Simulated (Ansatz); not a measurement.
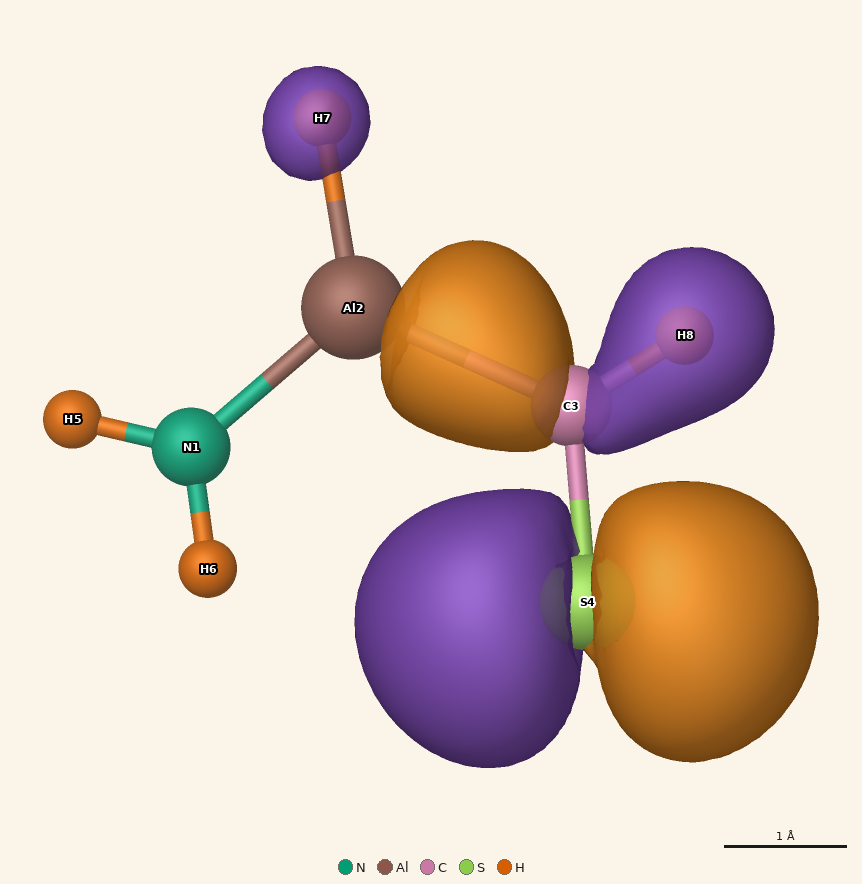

Figure. CH4AlNS. One frontier orbital at ±0.1 Å⁻³ᐟ² (orange and purple are the two phases), seen at a tilt.

Geometry: PBE0-D4/def2-TZVP.

Level of theory: Ansatz, RKS PBE0-D4/def2-TZVPP.

```yaml
atoms:
  - { symbol: N, position_ang: [-0.7790, 1.1940, 0.5796] }
  - { symbol: Al, position_ang: [0.6623, 0.2113, 0.3678] }
  - { symbol: C, position_ang: [0.4466, -1.3544, -0.8168] }
  - { symbol: S, position_ang: [-0.9946, -1.6311, -1.5014] }
  - { symbol: H, position_ang: [-0.8552, 2.0240, 1.1432] }
  - { symbol: H, position_ang: [-1.6549, 0.9771, 0.1299] }
  - { symbol: H, position_ang: [2.0188, 0.5853, 1.0908] }
  - { symbol: H, position_ang: [1.2482, -2.0633, -1.0488] }
```

Which orbital is it: HOMO or LUMO?

Answer. The HOMO, at −6.14 eV. It lies mainly on S4 (about 70 %), C3 (about 15 %) and Al2 (about 5 %); it is symmetric in the molecular plane (an in-plane orbital: σ, lone-pair or in-plane π type); largely a lone pair of S4.
